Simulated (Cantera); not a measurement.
Input: 1 mol FeS, 180 mol H₂, 0.12 mol H₂O, at 101000 Pa.

Cantera equilibrium calculation (NASA polynomials, part measured and part estimated; ideal gas, pure solids and liquids). Candidate condensed phases: Fe, FeO, Fe(OH)₂, Fe(OH)₃, FeS, FeSO₄, FeS₂, Fe₂O₃, Fe₂(SO₄)₃, Fe₃O₄, H₂O, H₂SO₄, S; 22 gas species. Mutual solubility and eutectic melting of coexisting phases are not modelled. FeS: taken at fixed stoichiometry. Rates play no part.

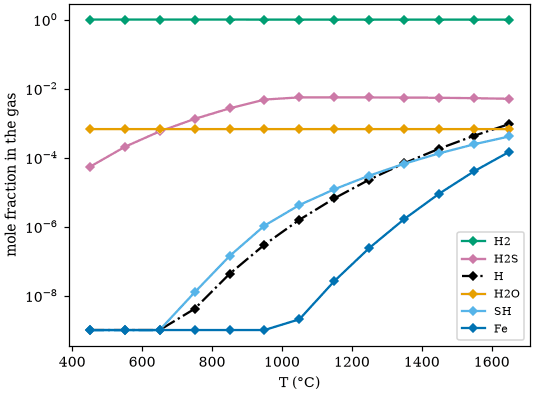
*Equilibrium gas composition (values under 1e-9 drawn at 1e-9)*

From 450 °C to 850 °C the condensed part is Fe(α) + FeS(s). At 950 °C the condensed part is Fe(γ) + FeS(s). From 1050 °C to 1350 °C the condensed part is Fe(γ). At 1450 °C the condensed part is Fe(δ). From 1550 °C to 1650 °C the condensed part is Fe(l).
